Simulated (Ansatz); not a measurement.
# Al6Si (built on the sites of a database entry of SiB6): following an unstable mode

Aim: this structure of Al6Si (built on the sites of a database entry of SiB6) is to be tested for unstable modes, and one is followed downhill.

Calculated with Ansatz 0.2.0; DFT PBEsol, scalar-relativistic, plane waves, PAW.

The structure was built from a prototype and need not be the compound's stable phase.

## 1. The starting structure

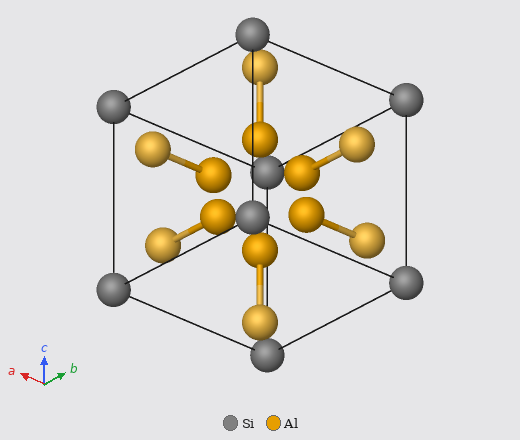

The cell as given, from a free direction (silicon grey, aluminium orange). Some periodic images of atoms are drawn too.

Coordinates:

```cif
data_structure
_symmetry_space_group_name_H-M 'P 1'
_symmetry_Int_Tables_number 1
_cell_length_a 6.1489
_cell_length_b 6.1489
_cell_length_c 6.1489
_cell_angle_alpha 90.000
_cell_angle_beta 90.000
_cell_angle_gamma 90.000
_cell_volume 232.49
loop_
_atom_site_label
_atom_site_type_symbol
_atom_site_fract_x
_atom_site_fract_y
_atom_site_fract_z
_atom_site_occupancy
Si1 Si 0.00000 0.00000 0.00000 1
Al2 Al 0.19744 0.50000 0.50000 1
Al3 Al 0.50000 0.19744 0.50000 1
Al4 Al 0.80256 0.50000 0.50000 1
Al5 Al 0.50000 0.80256 0.50000 1
Al6 Al 0.50000 0.50000 0.19744 1
Al7 Al 0.50000 0.50000 0.80256 1
```

## 2. Linear response at the zone centre

The cell comes from relaxations at this level that are not shown. The zone centre is the only wavevector solved here; it holds the modes that light can see, as far as symmetry allows. No field response is asked, since the mesh shows no gap.

input.yaml reads:

```yaml
crystal:
  lattice:
    - [6.1489135354, 0.0, 0.0]
    - [0.0, 6.1489135354, 0.0]
    - [0.0, 0.0, 6.1489135354]
  atoms:
    - { symbol: Si, position: [0.0, 0.0, 0.0] }
    - { symbol: Al, position: [0.1974385139, 0.5, 0.5] }
    - { symbol: Al, position: [0.5, 0.1974385139, 0.5] }
    - { symbol: Al, position: [0.8025614861, 0.5, 0.5] }
    - { symbol: Al, position: [0.5, 0.8025614861, 0.5] }
    - { symbol: Al, position: [0.5, 0.5, 0.1974385139] }
    - { symbol: Al, position: [0.5, 0.5, 0.8025614861] }
kpoints:
  mp_grid: { grid: [6, 6, 6] }
hamiltonian:
  xc: pbesol
scf:
  occupations: { method: methfessel_paxton, width: 0.15 }
output:
  eigenvalues: true
phonons:
  method: dfpt
```

Launch:

```
$ ansatz run input.yaml --threads 8 --pin off --max-ram 14336MiB --backend cpu --events-out ev --progress --plain --runs-dir out
```

Numbers of over 12 decimals in the logs are rounded to 6 here.

What it wrote:

```text
zone centre: on kpoints.mp_grid the ground state, and the responses unless they are solved on pairs of k-points, stand on 64 of the mesh's 216 k-points, reduced under 4 symmetry operations, with k and −k counted as one. Each operation leaves every solved displacement unchanged or reverses it
Engine: ansatz 0.2.0, aarch64-unknown-linux-gnu
Pseudopotentials: kind: paw
Pseudopotential: Si, paw, valence charge 4, recommended cutoff 420 eV (normal), Si.paw.azcp
Pseudopotential: Al, paw, valence charge 3, recommended cutoff 420 eV (normal), Al.paw.azcp
Functional definition: PBEsol
  exchange = pbesol_x
  correlation = pbesol_c
Crystal: 7 atoms, lattice volume = 232.485 Å³
Basis set: ecut = 420 eV, 4553 PW (Γ), exchange–correlation on 90×90×90 points (8 copies of the dense FFT grid, shifted against one another)
Bands: 18, of which v1, the nominal top of the filled ones, is band 11 counted from 1 (10 counted from 0)
Symmetry: 48 space group operations
k-points: 64 of 216 (irreducible under 4 space group operations, time reversal used)
Non-local potential: Si, projectors of the file, l = 0: 2, l = 1: 2, l = 2: 2
Non-local potential: Al, projectors of the file, l = 0: 2, l = 1: 2, l = 2: 1
PAW form: soft (Blöchl's): semilocal exchange-correlation on the pseudo side does not see the compensation charge
PAW frozen core: Si, regenerated for the run's functional, and the local potential with it (the file was generated under x = pbe(κ = 0.804, μ = 0.219515), c = pbe(β = 0.066725))
PAW frozen core: Al, regenerated for the run's functional, and the local potential with it (the file was generated under x = pbe(κ = 0.804, μ = 0.219515), c = pbe(β = 0.066725))
PAW one-centre angular grid: Si, 110 points (default); XC on 64 Gauss nodes
PAW one-centre angular grid: Al, 110 points (default); XC on 64 Gauss nodes
Initial density: superposition of atomic densities (neutral atoms: chi_scale 0, normalization atom), corrected by the library's trained network
Initial wavefunctions: pseudopotential atomic-orbital guess
Functional: x = pbesol(κ = 0.804, μ = 0.123457), c = pbesol(β = 0.046)
SCF iter   1: F=—  HF=-3760.556670 eV  |F-HF|=—  |Δ(HF+E_count)|=         —  Δρ=1.06e-2  dr2=1.71e0  ethr=1.77e-3  ⟨swp⟩=7.5  Hψ=7407  notcnv=0
preconditioner: auto → Resta (q_TF=auto, 1.842 Å⁻¹)  ε∞=5.9  [insulator: Δε(μ)=0.137 eV  Ē_g=5.137 eV  σ=0.150 eV  W_gap=0.65  n_scr=26 (ndim 8)  ℏωp=11.4 eV  f_vac=0.000  D(μ)=3.51/eV (n_scr^D=18)  ε∞_Penn≈5.9]
SCF iter   2: F=—  HF=-3760.406562 eV  |F-HF|=—  |Δ(HF+E_count)|=   1.50e-1  S|Δr|=    0.00e0  Δρ=3.64e-3  dr2=1.28e-1  ethr=1.77e-3  ⟨swp⟩=1.2  Hψ=1683  notcnv=0
preconditioner: auto → Kerker (q_TF=auto, 1.842 Å⁻¹)  [metal: Δε(μ)=0.080 eV  Ē_g=5.097 eV  σ=0.150 eV  W_gap=0.40  n_scr=26 (ndim 8)  ℏωp=11.4 eV  f_vac=0.000  D(μ)=6.92/eV (n_scr^D=56)]
SCF iter   3: F=—  HF=-3760.392421 eV  |F-HF|=—  |Δ(HF+E_count)|=   1.41e-2  S|Δr|=    0.00e0  Δρ=1.43e-3  dr2=8.57e-3  ethr=5.81e-4  ⟨swp⟩=1.0  Hψ=1125  notcnv=0
SCF iter   4: F=—  HF=-3760.392031 eV  |F-HF|=—  |Δ(HF+E_count)|=   3.90e-4  S|Δr|=    0.00e0  Δρ=3.95e-4  dr2=1.40e-3  ethr=3.89e-5  ⟨swp⟩=2.3  Hψ=1734  notcnv=0
SCF iter   5: F=—  HF=-3760.392087 eV  |F-HF|=—  |Δ(HF+E_count)|=   5.60e-5  S|Δr|=    0.00e0  Δρ=3.26e-4  dr2=1.74e-3  ethr=6.35e-6  ⟨swp⟩=2.0  Hψ=1578  notcnv=0
SCF iter   6: F=—  HF=-3760.391981 eV  |F-HF|=—  |Δ(HF+E_count)|=   1.06e-4  S|Δr|=    0.00e0  Δρ=1.12e-4  dr2=2.09e-4  ethr=6.35e-6  ⟨swp⟩=1.0  Hψ=1133  notcnv=0
SCF iter   7: F=—  HF=-3760.391968 eV  |F-HF|=—  |Δ(HF+E_count)|=   1.29e-5  S|Δr|=    0.00e0  Δρ=2.90e-5  dr2=1.36e-5  ethr=9.52e-7  ⟨swp⟩=1.0  Hψ=1134  notcnv=0
SCF iter   8: F=—  HF=-3760.391968 eV  |F-HF|=—  |Δ(HF+E_count)|=   6.09e-7  S|Δr|=    0.00e0  Δρ=4.98e-6  dr2=4.06e-7  ethr=6.16e-8  ⟨swp⟩=1.1  Hψ=1134  notcnv=0
SCF iter   9: F=—  HF=-3760.391963 eV  |F-HF|=—  |Δ(HF+E_count)|=   5.39e-6  S|Δr|=    0.00e0  Δρ=5.19e-7  dr2=1.94e-9  ethr=1.85e-9  ⟨swp⟩=1.8  Hψ=1435  notcnv=0
SCF iter  10: F=—  HF=-3760.391963 eV  |F-HF|=—  |Δ(HF+E_count)|=   1.19e-9  S|Δr|=    0.00e0  Δρ=1.41e-7  dr2=1.24e-10  ethr=8.82e-12  ⟨swp⟩=2.1  Hψ=1850  notcnv=0
SCF iter  11: F=-3760.391963 eV  HF=-3760.391963 eV  |F-HF|=0.00e0  |Δ(HF+E_count)|=  1.32e-11  S|Δr|=    0.00e0  Δρ=2.96e-8  dr2=3.62e-12  ethr=1.00e-12  ⟨swp⟩=8.1  Hψ=5683  notcnv=0
SCF 1 converged in 11 iterations: F = -3760.391963 eV  dr2 = 3.62e-12
  greatest PAW one-centre occupation: 0.762 electrons in one spin orbital (limit 2), on the Si atom at site 0 (counted from 0), in its partial waves of l = 0
DFPT response loops at Γ: preconditioner auto → Kerker (q_TF=auto, 1.842 Å⁻¹) (partly filled bands, converged f_vac=0.000); β = 1.00, the filter's whole step (`scf.mixing.beta` (0.50) is not read by the response loops under this deck's `scf.mixing.preconditioner`; to damp them name `kerker` or `kerker_dos`, under which they read `scf.mixing.beta`, and type it under 1.00, their step now; both keys bind the ground state too); Broyden in place of MSR1
SCF converged after 11 iterations
Stability not checked: this state was not tested for a lower state beside it, because cold or Methfessel-Paxton smearing, or corrected tetrahedra, fill the levels in a way that the test cannot read (fill_not_monotonic; see scf.lower_state_search)
Free energy (F): -3760.391963 eV
Harris-Foulkes:  -3760.391963 eV  (|F-HF|=0.00e0)
Internal energy: -3760.385059 eV  (E = F + TS)
E sigma→0 (E₀):  -3760.390237 eV
Entropy (-TS):   -0.006904 eV (-0.986 meV/atom)
Fermi energy:    1.624658 eV
--- Per-component energies (eV) ---
  E_band       = -38.679469
  E_kinetic    = 157.771626
  E_local      = -203.023227  (includes V_loc(G=0)·N_el)
  E_nonlocal   = 92.758217
  E_hartree    = 70.648590
  E_xc         = -277.394235
  E_vxc        = -203.462970  (∫ρ·V_xc dr)
  E_paw        = -3227.104372  (= ΣΔE_a)
  E_vpaw       = -24.020292  (= ΣTr[D̂ρ^β])
  E_aug_tail   = -0.000007  (compensation charges beyond the density's cutoff)
  E_ewald      = -374.188047
  E_core_change = 0.146395  (= ΣΔE_core)
  E_smearing   = -0.006904  (= −TS)
  E_closure    = 0.000000  (closes the sum)
  Σ components = -3760.391963   (vs F -3760.391963, Δ=0.00e0)
--- Band table (eV; the first three rows and the last of 64) ---
  k-point 0: bands = [... 7 lower, -0.9496, 1.6768, 1.6768, 1.6768, 2.0752, 2.0752, 2.0752, 3.5808, ... 3 higher]
  k-point 1: bands = [... 7 lower, -0.6479, 1.3005, 1.3005, 1.7601, 2.0958, 2.2001, 2.2001, 3.3428, ... 3 higher]
  k-point 2: bands = [... 7 lower, 0.4181, 0.8205, 0.8205, 1.9034, 2.1388, 2.3419, 2.3419, 2.9912, ... 3 higher]
  k-point 63: bands = [... 7 lower, -0.2609, 1.5305, 1.5305, 1.5305, 2.6012, 2.6012, 2.6012, 3.8853, ... 3 higher]
--- Phonons (Γ-DFPT): 3 representative perturbations + reference, on 64 of 216 k-points (Σ response iterations 10) ---
  k mesh reduced under 4 symmetry operations, with k and −k counted as one. Each operation leaves every solved displacement unchanged or reverses it
  ASR residual: 2.265e-5 → 0.000e0 eV/Å²; symmetrization residual: 3.762e-7 eV/Å²
  ASR residual per site (eV/Å²): 1.33e-5 2.27e-5 2.27e-5 2.27e-5 2.27e-5 2.27e-5 2.27e-5
  Γ frequencies (cm⁻¹): -143.06 -143.06 -143.06 -69.61 -69.61 -69.61 0.00 0.00 0.00 165.43 165.43 165.43 232.02 232.02 232.02 304.93 304.93 304.93 445.68 445.68 553.47
  non-analytic LO–TO correction: not included (Born effective charges unavailable; polar crystals: no LO–TO splitting at Γ)
```

Elapsed: 12 s, on 8 threads of Arm Neoverse V2, shared host; peak memory 1.4 GiB.

Numbers from this step:

```yaml
volume_per_atom: 33.21 Å³
gap_on_the_k_mesh: 0 eV
sum_rule_residual_before_enforcement: 2.27e-5 eV/Å²
point_group: m-3m
highest_optical_mode_at_the_zone_centre_no_lo_to_term: 553.5 cm⁻¹
lowest_optical_zone_centre_mode: -143.1 cm⁻¹
```

Patterns of degenerate modes are one choice out of their space. The modes at Γ (shares of kinetic energy by element, %) (negative means imaginary):

| mode | frequency (cm⁻¹) | symmetry | Si % | Al % |
| --- | --- | --- | --- | --- |
| 1 | -143.1 | T1u | 85 | 15 |
| 2 | -143.1 | T1u | 85 | 15 |
| 3 | -143.1 | T1u | 85 | 15 |
| 4 | -69.6 | T1g | 0 | 100 |
| 5 | -69.6 | T1g | 0 | 100 |
| 6 | -69.6 | T1g | 0 | 100 |
| 7 | 0.0 | acoustic | 15 | 85 |
| 8 | 0.0 | acoustic | 15 | 85 |
| 9 | 0.0 | acoustic | 15 | 85 |
| 10 | 165.4 | T2u | 0 | 100 |
| 11 | 165.4 | T2u | 0 | 100 |
| 12 | 165.4 | T2u | 0 | 100 |
| 13 | 232.0 | T2g | 0 | 100 |
| 14 | 232.0 | T2g | 0 | 100 |
| 15 | 232.0 | T2g | 0 | 100 |
| 16 | 304.9 | T1u | 0 | 100 |
| 17 | 304.9 | T1u | 0 | 100 |
| 18 | 304.9 | T1u | 0 | 100 |
| 19 | 445.7 | Eg | 0 | 100 |
| 20 | 445.7 | Eg | 0 | 100 |
| 21 | 553.5 | A1g | 0 | 100 |

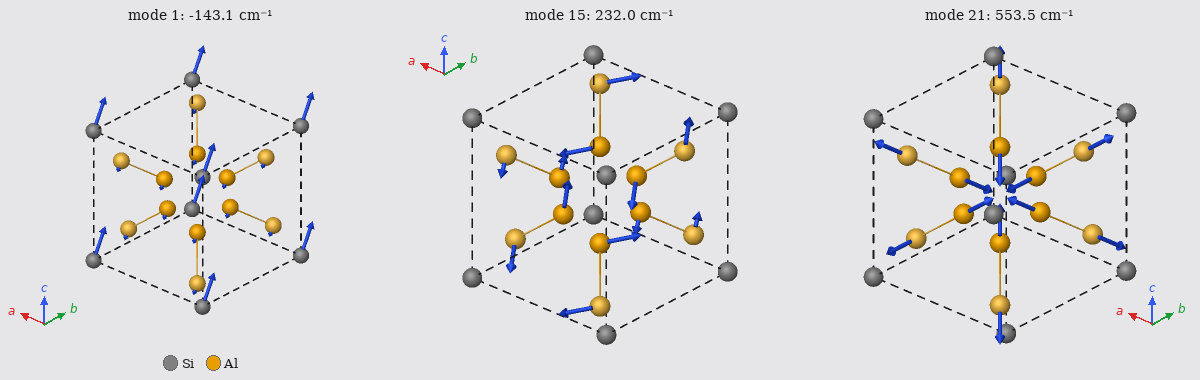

Displacement patterns of modes 1, 15 and 21 at Γ; arrows are exaggerated. Some periodic images of atoms are drawn too.

Before it was imposed, the acoustic sum rule was missed by 2.3e-5 eV/Å². Small misses are needed for a sound result but don't prove that mesh and cutoff are converged. The lowest optical mode is imaginary, 143.1i cm⁻¹, so the energy falls along it.

## 3. The mode frozen in, largest atomic shift 0 Å

The mode followed lies at Γ with frequency 69.6i cm⁻¹ and is 3-fold degenerate, one of the unstable modes though not the softest. At small amplitude the distorted cell has space group no. 148 by a symmetry search on the positions. The undistorted cell that holds it gives the zero of energy on the same k mesh.

Changes to input.yaml since step 2:

```diff
@@ -20,4 +20,4 @@
 output:
+  forces: true
+  stress: true
   eigenvalues: true
-phonons:
-  method: dfpt
```

What it wrote:

```text
[...]
Crystal: 7 atoms, lattice volume = 232.485 Å³
Basis set: ecut = 420 eV, 4553 PW (Γ), exchange–correlation on 90×90×90 points (8 copies of the dense FFT grid, shifted against one another)
Bands: 18, of which v1, the nominal top of the filled ones, is band 11 counted from 1 (10 counted from 0)
Symmetry: 48 space group operations
[...]
k-points: 20 of 216
[...]
k-point 0: bands = [... 7 lower, -0.9496, 1.6768, 1.6768, 1.6768, 2.0752, 2.0752, 2.0752, 3.5808, ... 3 higher]
  k-point 1: bands = [... 7 lower, -0.6479, 1.3005, 1.3005, 1.7601, 2.0958, 2.2001, 2.2001, 3.3428, ... 3 higher]
  k-point 2: bands = [... 7 lower, 0.4181, 0.8205, 0.8205, 1.9034, 2.1388, 2.3419, 2.3419, 2.9912, ... 3 higher]
  k-point 19: bands = [... 7 lower, -0.2609, 1.5305, 1.5305, 1.5305, 2.6012, 2.6012, 2.6012, 3.8853, ... 3 higher]
[key lines of the parts left out:]
SCF converged after 9 iterations
Free energy (F): -3760.391963 eV
Fermi energy:    1.624661 eV
P = ⅓ Tr σ = 0.0001 GPa (0.001 kbar)
```

Wall time 0.77 s (8 threads); peak memory 0.62 GiB.

Numbers from this step:

```yaml
pressure: 1.04e-4 GPa
energy_from_the_undistorted_cell: 0 meV/atom
```

The run ends at a pressure of 0.00 GPa, with forces up to 3.4e-4 eV/Å.

## 4. The mode frozen in, largest atomic shift 0.6 Å

The atoms are moved along the unstable eigenvector, the largest shift by 0.6 Å, with the cell fixed.

input.yaml, the sections that differ from step 3:

```yaml
crystal:
  lattice:
    - [6.1489135354, 0.0, 0.0]
    - [0.0, 6.1489135354, 0.0]
    - [0.0, 0.0, 6.1489135354]
  atoms:
    - { symbol: Si, position: [0.0, 0.0, 0.0] }
    - { symbol: Al, position: [0.1974385139, 0.4310017833, 0.4310017833] }
    - { symbol: Al, position: [0.5689982167, 0.1974385139, 0.5689982167] }
    - { symbol: Al, position: [0.8025614861, 0.5689982167, 0.5689982167] }
    - { symbol: Al, position: [0.4310017833, 0.8025614861, 0.4310017833] }
    - { symbol: Al, position: [0.5689982167, 0.4310017833, 0.1974385139] }
    - { symbol: Al, position: [0.4310017833, 0.5689982167, 0.8025614861] }
# kpoints, hamiltonian, scf, output: as in step 3
```

What it wrote:

```text
[...]
Crystal: 7 atoms, lattice volume = 232.485 Å³
Basis set: ecut = 420 eV, 4553 PW (Γ), exchange–correlation on 90×90×90 points (8 copies of the dense FFT grid, shifted against one another)
Bands: 18, of which v1, the nominal top of the filled ones, is band 11 counted from 1 (10 counted from 0)
Symmetry: 6 space group operations
[...]
k-points: 40 of 216
[...]
k-point 0: bands = [... 7 lower, -0.2798, 1.6956, 1.6956, 1.9918, 1.9918, 2.0325, 2.4978, 3.2853, ... 3 higher]
  k-point 1: bands = [... 7 lower, -0.1265, 1.1270, 1.4769, 1.9435, 2.1880, 2.3360, 2.5069, 3.1657, ... 3 higher]
  k-point 2: bands = [... 7 lower, 0.5162, 0.8241, 1.0299, 2.2500, 2.3072, 2.5354, 2.6374, 2.8183, ... 3 higher]
  k-point 39: bands = [... 7 lower, -0.0685, 2.2189, 2.2189, 2.5393, 3.0119, 3.0119, 3.0638, 3.6420, ... 3 higher]
[key lines of the parts left out:]
SCF converged after 8 iterations
Free energy (F): -3760.607740 eV
Fermi energy:    1.882463 eV
P = ⅓ Tr σ = -5.1953 GPa (-51.953 kbar)
```

It took 1.2 s on 8 threads; peak memory 0.67 GiB; 8.1 s of CPU time.

This step gave:

| Item | Value |
| --- | --- |
| pressure | -5.195 GPa |
| energy from the undistorted cell | -31.03 meV/atom |

The energy, extrapolated to zero smearing, is -31.03 meV/atom against the undistorted cell.

The run ends at a pressure of -5.20 GPa, with forces up to 0.48 eV/Å.

## 5. Energy along the mode, all amplitudes (two of the runs are shown above)

An imaginary frequency means negative curvature, so the energy should fall and then rise again as anharmonic terms take over.

Numbers from this step:

- depth at the lowest point sampled: 31.03 meV/atom
- largest atomic shift at that point: 0.6 Å

The energy from the parent by largest atomic shift:

| largest atomic shift (Å) | energy from the parent (meV/atom) |
| --- | --- |
| 0.000 | 0 |
| 0.040 | -0.321 |
| 0.080 | -1.25 |
| 0.140 | -3.58 |
| 0.220 | -7.79 |
| 0.320 | -14.0 |
| 0.450 | -23.6 |
| 0.600 | -31.0 |

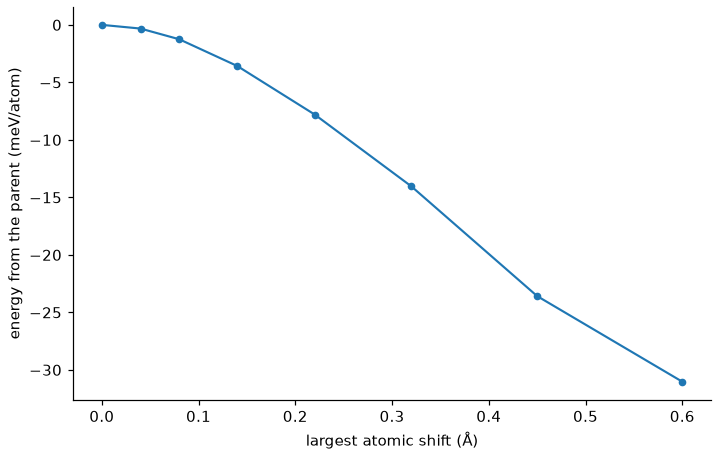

Energy from the parent, plotted against largest atomic shift.

Displacement at unit largest shift by atom:

| atom | x (Å) | y (Å) | z (Å) | size |
| --- | --- | --- | --- | --- |
| Si1 | 0.000 | 0.000 | 0.000 | 0.000 |
| Al2 | 0.000 | -0.707 | -0.707 | 1.000 |
| Al3 | 0.707 | 0.000 | 0.707 | 1.000 |
| Al4 | 0.000 | 0.707 | 0.707 | 1.000 |
| Al5 | -0.707 | 0.000 | -0.707 | 1.000 |
| Al6 | 0.707 | -0.707 | 0.000 | 1.000 |
| Al7 | -0.707 | 0.707 | 0.000 | 1.000 |

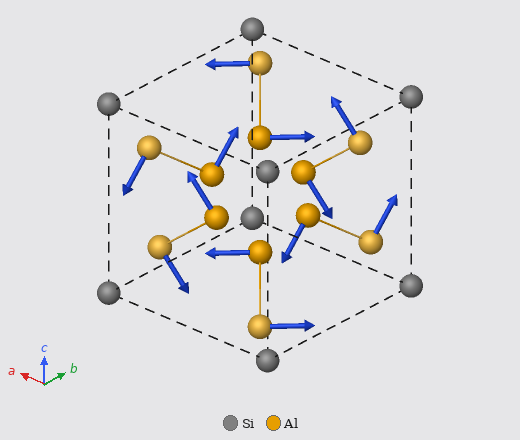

Displacement at unit largest shift as arrows, the longest 1.000 Å. Some periodic images of atoms are drawn too.

The lowest of the steps tried is the last one, at 0.6 Å, 31.0 meV/atom below the parent; the bottom of the well need not coincide with a step.

[end of part 1 of 3]

[Logs are printed without paths, hosts, clocks, repeated set-up lines and the standing remarks that a program may print on its own settings, such as how far it seeks lower states.]

[Hosts, paths, dates, database ids (printed as entryN), source tags and the programs' standing remarks are cut or masked in the printed files.]
